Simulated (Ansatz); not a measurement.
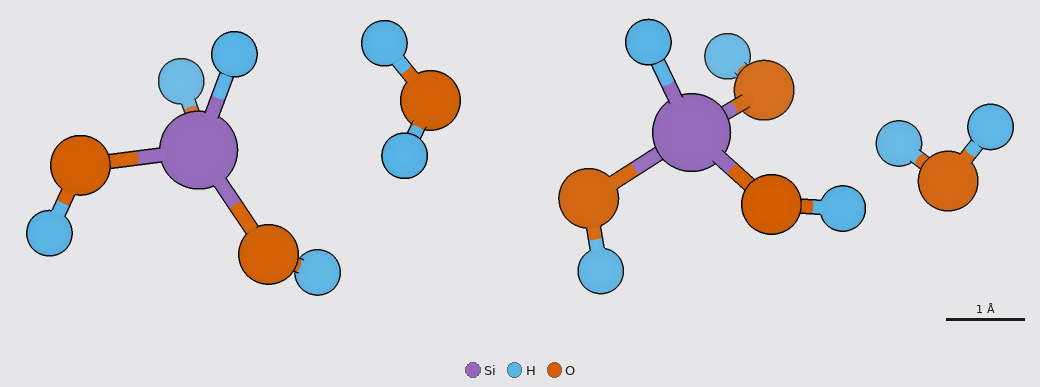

Two geometries of SiH6O4, drawn at one scale. One is the start of a relaxation, the other its converged end. The picture is a ball-and-stick view, seen from a free direction.

These are results of RKS PBE0/def2-SVP (Ansatz), not measurements. Set-up: no spin polarisation; force threshold 0.03 eV/Å; at most 50 steps.

Q: Which of the two is the end point?

A: The right one is the relaxed one. The run prepares an end point of a later path (reaction) calculation, from a guessed geometry. Over 32 accepted moves (37 points after the start) the energy falls by 0.459 eV. The largest force component goes from 0.73 to 0.022 eV/Å. The line search rejected the trial steps at points 2, 6, 14, 19, 34 of the run. The forces were under the threshold at step 35, but the run went on from there. The atom that moves furthest after the best rigid fit is an H atom (1.89 Å). Largest moves by element: H 1.89 Å, O 1.19 Å, Si 0.58 Å. Some distances before and after: H–Si 1.445 → 1.479 Å, O–Si 1.655 → 1.688 Å, O–Si 1.660 → 1.633 Å, H–O 0.965 → 0.985 Å. Bond angles that change, for instance: O–Si–O 108.1° → 112.6°, O–Si–O 114.5° → 111.0°, Si–O–H 111.8° → 114.4°. Groups turn about O–Si by about 25°, O–Si by about 20°.
